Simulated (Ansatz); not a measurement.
# CH7FOSi2: up Jacob's ladder to CCSD(T)

Aim: compute CH7FOSi2 with functionals from several rungs and with coupled cluster, and see how far each lands from CCSD(T) at the basis-set limit for the atomisation energy.

Computed with Ansatz 0.2.0, Gaussian basis. Level: functionals in def2-TZVPP, the program's frozen cores in correlated methods.

Levels to be run: PBE-D4, r2SCAN-D4, PBE0-D4, B3LYP-D4, ωB97X-V, ωB97M-V, B2PLYP; CCSD(T)/def2-TZVPP; MP2/def2-QZVPP; extrapolation to the limit.

## Step 1: The relaxed structure

The geometry comes from an earlier relaxation with PBE0-D4 in a triple-zeta def2 set; it is a stationary point, not always the lowest conformer.

12 atoms, charge 0, spin multiplicity 1.

Atoms are counted from 1 here; the program's logs count them from 0.

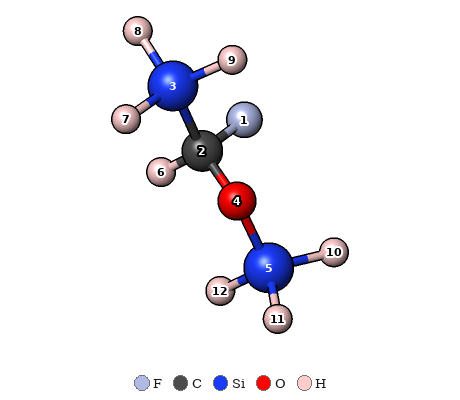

The geometry (fluorine light blue, carbon dark grey, silicon blue, oxygen red, hydrogen pink); atoms are numbered from 1 in the order of the file.

## Step 2: PBE-D4 (GGA)

File in.yaml:

```yaml
crystal:
  periodic: [false, false, false]
  atoms:
    - {symbol: F, position_ang: [-1.604584, 0.311581, 0.543238]}
    - {symbol: C, position_ang: [-0.538336, -0.300302, -0.115466]}
    - {symbol: Si, position_ang: [-0.296210, -2.060349, 0.594572]}
    - {symbol: O, position_ang: [0.610851, 0.436038, 0.086597]}
    - {symbol: Si, position_ang: [0.802417, 2.004751, -0.429670]}
    - {symbol: H, position_ang: [-0.818292, -0.298926, -1.179715]}
    - {symbol: H, position_ang: [0.804781, -2.717265, -0.154050]}
    - {symbol: H, position_ang: [-1.554324, -2.827593, 0.414203]}
    - {symbol: H, position_ang: [0.045369, -1.944129, 2.032170]}
    - {symbol: H, position_ang: [0.175291, 2.967100, 0.507116]}
    - {symbol: H, position_ang: [2.264158, 2.229419, -0.488289]}
    - {symbol: H, position_ang: [0.185779, 2.144476, -1.776809]}
basis:
  gaussian: {orbitals: def2-TZVPP}
hamiltonian: {xc: pbe, dispersion: d4}
output: {forces: true, orbitals: {seedname: orbitals}}
```

Started as:

```bash
$ ansatz run in.yaml --threads 4 --pin off --events-out ev --progress --plain --max-ram 10444MiB
```

The runs that follow: r2SCAN-D4 (meta-GGA); PBE0-D4 (hybrid); B3LYP-D4 (hybrid); ωB97X-V (range-separated); ωB97M-V (range-separated); B2PLYP (double hybrid); CCSD(T) in def2-TZVPP; MP2 in def2-QZVPP.

Q: Predict the results of all the runs planned. Wanted: atomisation energy, CCSD(T)/CBS; farthest; mean size of error, hybrid; mean size of error, range-separated; gap, smallest and largest; T1 diagnostic; triples share of the correlation energy.

**Answer**, as computed:

| quantity | value |
| --- | --- |
| atomisation energy, CCSD(T)/CBS | 964.2 kcal/mol |
| functionals within 4.8 kcal/mol (0.5 %) | PBE-D4, r2SCAN-D4, B3LYP-D4, ωB97M-V |
| farthest | B2PLYP (-14.1 kcal/mol) |
| mean size of error, hybrid | 8.0 kcal/mol |
| mean size of error, range-separated | 2.8 kcal/mol |
| gap, smallest and largest | 5.96 eV (PBE-D4), 12.75 eV (ωB97X-V) |
| T1 diagnostic | 0.0125 |
| triples share of the correlation energy | 3.3 % |

In words: PBE-D4 misses by +2.2 kcal/mol. Double hybrids carry the basis error of their MP2 part in triple zeta, and no dispersion term here, so their miss is partly the set-up's. The reference freezes the cores and leaves out relativity and excitations past (T), so misses under about 4.8 kcal/mol can't be ranked. Hartree-Fock recovers 73 % of the binding; the rest is correlation. Orbital gaps span 6.0 to 12.7 eV; exact exchange widens them.
